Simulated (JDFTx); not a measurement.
```json
{
  "surface": "WC(0001), W outermost, slab composition W3C2",
  "bulk": "WC, P-6m2, lattice of mp-1894 (not re-optimised)",
  "slab": "5 atoms in 5 planes, 1x1, 5.6 Å between the outermost planes",
  "in-plane cell": "2.917 × 2.917 Å, 7.37 Å²",
  "cell_height": "21.7 Å",
  "sampling": "8×8×1 k mesh, Fermi smearing 0.01 Ha, no spin polarisation"
}
```

Whether this polymorph is the ambient one wasn't checked.

Level of theory: PBE, GBRV ultrasoft potentials, plane waves to 20/100 Ha; code: a modified build of JDFTx. Liquid on both sides: CANDLE, water, 1 M NaCl; nuclei fixed. U vs SHE = −μ/e − 4.44 V throughout (conventional absolute potential of the hydrogen electrode).

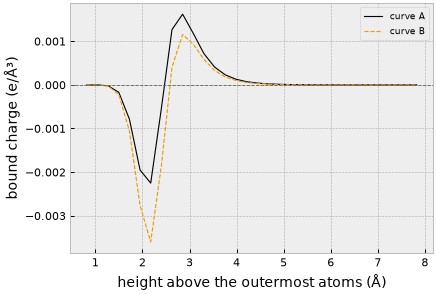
Figure. Plane-averaged bound charge of the liquid for two states of the electrode

Task: One curve is the neutral slab. Which, and what is the sign of the other's charge?

Result: Curve A is neutral (potential of zero charge, 0.05 V). Curve B is positively charged, 2.1 μC/cm² at 0.20 V.
